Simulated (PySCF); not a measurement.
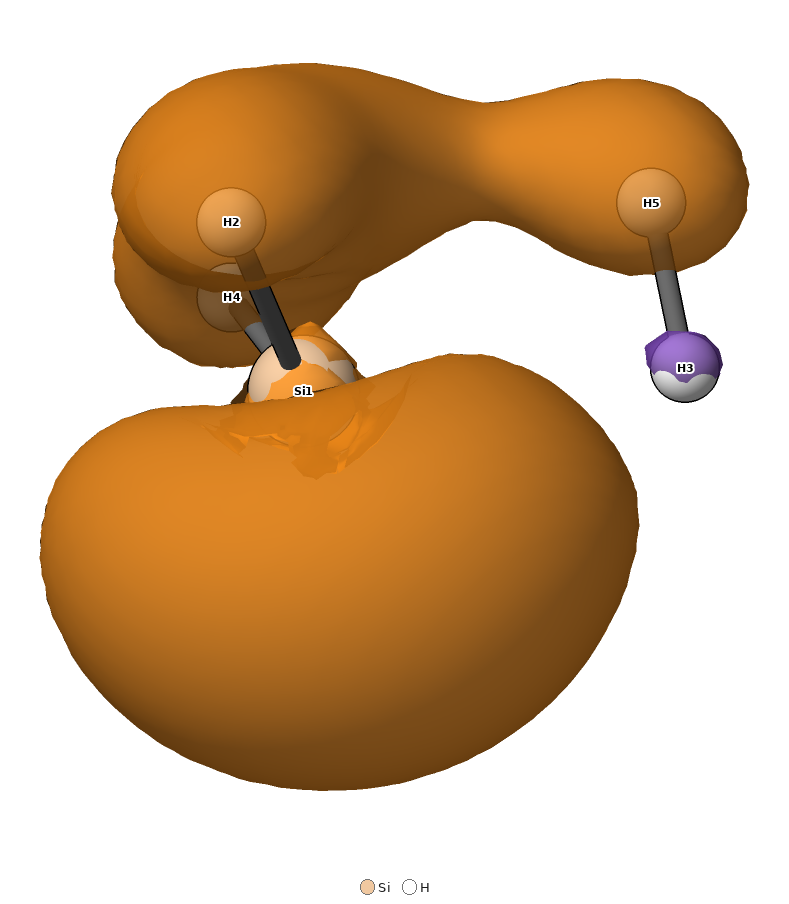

The picture shows: H₂Si···H₂ (SMILES [H][H].[SiH2+]) (charge +1, doublet). Isosurfaces of the spin density (α minus β) at +0.02 (orange) and −0.02 e/Å³ (purple), seen from one side.

Geometry: PBE0-D3(BJ)/def2-SVP.

Method: DFT single point, gas phase, functional wB97X in PySCF.

```xyz
5

Si    0.6478    0.0785   -0.1396
H     0.2548    0.2092   -1.5665
H    -0.6474   -1.0259    0.5043
H     0.5729    1.2204    0.8078
H    -1.1232   -0.4020    0.3028
```

Describe the spin distribution.

The unpaired spin (1 electron) lies mostly on Si1 (about 0.8), in electrons by Hirshfeld's partition.
